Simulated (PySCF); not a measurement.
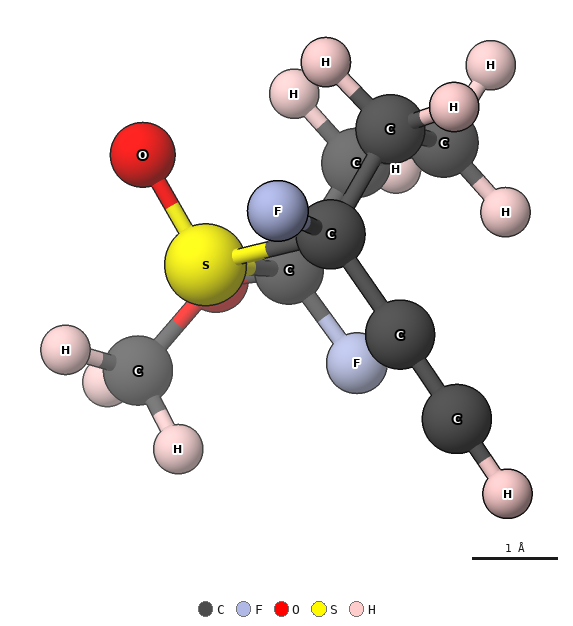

Fig. 1: The input geometry (ball-and-stick view, seen at a tilt).

# NMR shielding calculation, with input and output: C8H10F2O2S

System: C8H10F2O2S.
Method: GIAO PBE0/pcSseg-1 NMR shielding, non-relativistic, gas phase (PySCF 2.14.0).

The geometry comes from this level: PBE0-D3(BJ)/def2-SVP. Figures and captions count atoms from 1; the log counts them from 0 in places.

Log:
```
coarse grid: 20856 points
cycle   1  E = -1057.7045173358  dE =  2.314e+00  |g| = 1.269e+00  |ddm| = 4.666e+00
cycle   2  E = -1055.7303378849  dE =  1.974e+00  |g| = 3.298e+00  |ddm| = 5.713e+00
cycle   3  E = -1057.9504636892  dE = -2.220e+00  |g| = 5.364e-01  |ddm| = 5.112e+00
cycle   4  E = -1058.0007982141  dE = -5.033e-02  |g| = 2.186e-01  |ddm| = 8.823e-01
cycle   5  E = -1058.0081559744  dE = -7.358e-03  |g| = 6.266e-02  |ddm| = 2.028e-01
cycle   6  E = -1058.0088575117  dE = -7.015e-04  |g| = 3.171e-02  |ddm| = 6.707e-02
cycle   7  E = -1058.0090900030  dE = -2.325e-04  |g| = 9.194e-03  |ddm| = 2.935e-02
cycle   8  E = -1058.0091080674  dE = -1.806e-05  |g| = 1.694e-03  |ddm| = 9.220e-03
cycle   9  E = -1058.0091087026  dE = -6.352e-07  |g| = 5.701e-04  |ddm| = 3.118e-03
final grid: 200760 points
cycle  10  E = -1058.1255324351  dE = -7.707e-05  |g| = 1.385e-02  |ddm| = 7.942e-02
cycle  11  E = -1058.1254642269  dE =  6.821e-05  |g| = 2.330e-02  |ddm| = 3.958e-02
cycle  12  E = -1058.1255679476  dE = -1.037e-04  |g| = 4.471e-03  |ddm| = 2.965e-02
cycle  13  E = -1058.1255718646  dE = -3.917e-06  |g| = 7.311e-04  |ddm| = 5.482e-03
cycle  14  E = -1058.1255719473  dE = -8.268e-08  |g| = 3.682e-04  |ddm| = 9.019e-04
cycle  15  E = -1058.1255719752  dE = -2.795e-08  |g| = 1.426e-04  |ddm| = 3.594e-04
cycle  16  E = -1058.1255719794  dE = -4.222e-09  |g| = 4.191e-05  |ddm| = 1.462e-04
cycle  17  E = -1058.1255719798  dE = -3.852e-10  |g| = 6.187e-06  |ddm| = 5.166e-05
```

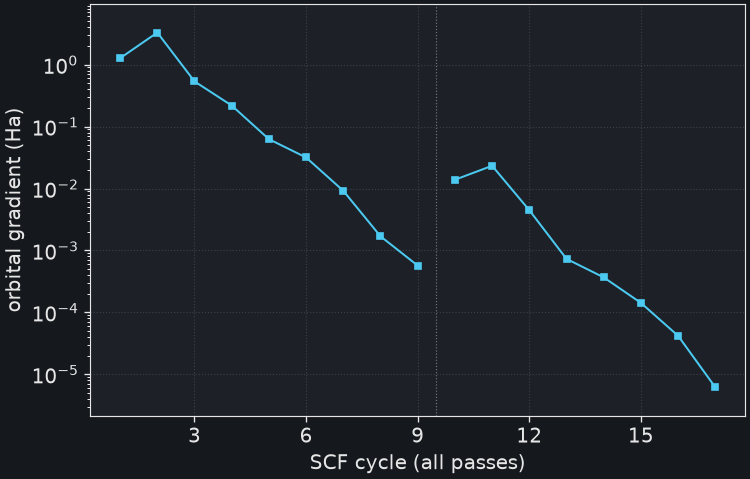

Fig. 2: Convergence of the self-consistent field: orbital gradient against the SCF cycle. The dotted line marks the change from a coarse to the final integration grid. The first 9 cycles use a coarse grid, the final grid takes over at cycle 10, and the field converges after 17 cycles in all.

```
converged SCF energy = -1058.1255719798

GIAO shielding tensors (ppm)
atom      isotropic    diamagn.    paramagn.     s11        s22        s33       span
  0 C       90.608     260.087    -169.478     26.396     32.947    212.481    186.084
  1 C      104.894     265.122    -160.229      4.209     10.075    300.397    296.188
  2 C       81.143     238.984    -157.840     58.633     77.031    107.766     49.133
  3 F      332.898     473.212    -140.313    296.670    324.732    377.294     80.624
  4 C      155.748     247.247     -91.499    136.751    154.650    175.844     39.093
  5 C      165.742     247.402     -81.660    157.482    165.873    173.871     16.389
  6 C      156.606     248.240     -91.634    142.446    152.432    174.941     32.495
  7 C       56.478     254.377    -197.900     43.419     55.571     70.444     27.025
  8 F      310.199     479.401    -169.202    221.398    314.634    394.564    173.166
  9 O      247.490     393.537    -146.046    195.170    255.757    291.544     96.374
 10 C      133.077     245.987    -112.910    106.256    112.034    180.940     74.685
 11 S      140.070    1053.467    -913.397    -15.550     98.149    337.611    353.161
 12 O      244.680     397.918    -153.238     69.538    243.691    420.813    351.274
 13 H       28.162      33.868      -5.706     23.631     23.950     36.905     13.273
 14 H       29.541      28.628       0.913     24.561     27.702     36.361     11.800
 15 H       28.615      30.141      -1.526     25.709     27.093     33.045      7.336
 16 H       29.552      29.654      -0.101     26.784     27.370     34.503      7.719
 17 H       29.863      27.475       2.388     23.926     27.575     38.087     14.160
 18 H       29.709      28.629       1.080     24.261     29.015     35.852     11.591
 19 H       28.883      29.894      -1.011     26.071     27.239     33.338      7.267
 20 H       27.537      29.407      -1.870     23.145     25.975     33.492     10.348
 21 H       27.365      28.668      -1.303     22.035     26.366     33.693     11.658
 22 H       27.729      25.830       1.899     23.249     25.260     34.676     11.427
```

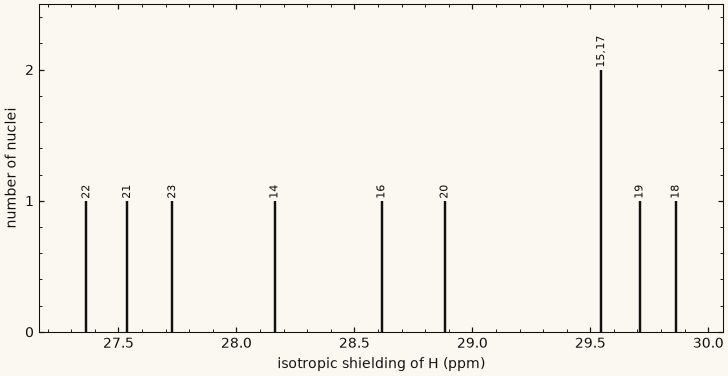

Fig. 3: Isotropic shieldings of the hydrogen nuclei in this fixed geometry, labelled by atom number; shielding grows to the right, so chemical shift grows to the left. The least shielded is H22 (27.4 ppm), the most shielded H18 (29.9 ppm).

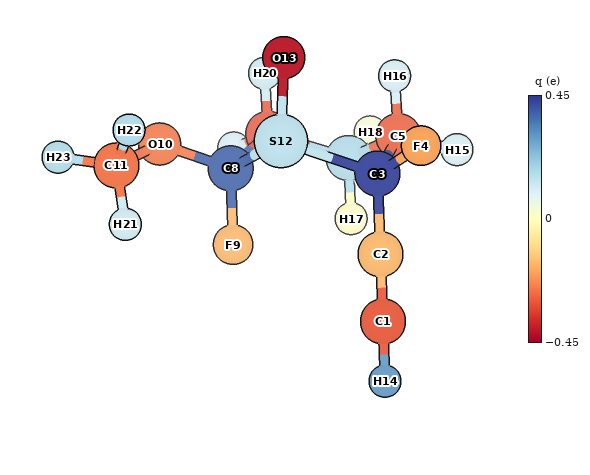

Fig. 4: ESP-fitted charges, as the colour of each atom (ball-and-stick view, seen at a tilt; atoms are numbered from 1 in the order of the input). By element: C −0.32 to +0.43, F −0.19 to −0.17, O −0.41 to −0.26, S +0.14 and H −0.01 to +0.30 e.

This output came from the following input.

Input:
```
{"job": {"kind": "nmr", "xc": "PBE0", "basis": "pcSseg-1"}, "charge": 0, "multiplicity": 1}
C     -1.466032     1.883645    -1.466294
C     -1.239091     1.021284    -0.648221
C     -0.966241     0.005105     0.350037
F     -1.686271     0.257870     1.488337
C     -1.210950    -1.424255    -0.079412
C     -0.364285    -1.853130    -1.269174
C      1.125001    -1.849688    -0.960332
C      1.676327    -0.497053    -0.599085
F      1.427394     0.435034    -1.575782
O      3.003411    -0.608627    -0.369664
C      3.691435     0.538459     0.091918
S      0.825559     0.169702     0.973608
O      1.003179    -0.953293     1.955807
H     -1.663111     2.645900    -2.197961
H     -2.286288    -1.521138    -0.295782
H     -0.986122    -2.043132     0.804844
H     -0.570506    -1.201661    -2.134139
H     -0.660233    -2.870541    -1.563854
H      1.716346    -2.205994    -1.818209
H      1.350894    -2.504762    -0.105312
H      3.368921     1.443996    -0.443744
H      3.546002     0.670518     1.176772
H      4.756871     0.364121    -0.102341
```

The first line tells a small driver script what to run in PySCF; the rest is the geometry in Å.

Launched with:
```bash
OMP_NUM_THREADS=2 python <driver script> task.json out
```

Results in brief:

| quantity | value |
| --- | --- |
| outcome | converged |
| total energy | −1058.125572 hartree |
| HOMO | −6.91 eV |
| LUMO | −0.63 eV |
| dipole moment | 3.81 D |
| isotropic shielding, C | 56.5 to 165.7 ppm |
| isotropic shielding, F | 310.2 to 332.9 ppm |
| isotropic shielding, O | 244.7 to 247.5 ppm |
| isotropic shielding, S | 140.1 ppm |
| isotropic shielding, H | 27.4 to 29.9 ppm |
| hardware | 2 CPU threads, shared host |
| wall time | 61 s (CPU time 2.3 min) |
| peak memory | 2.1 GiB |
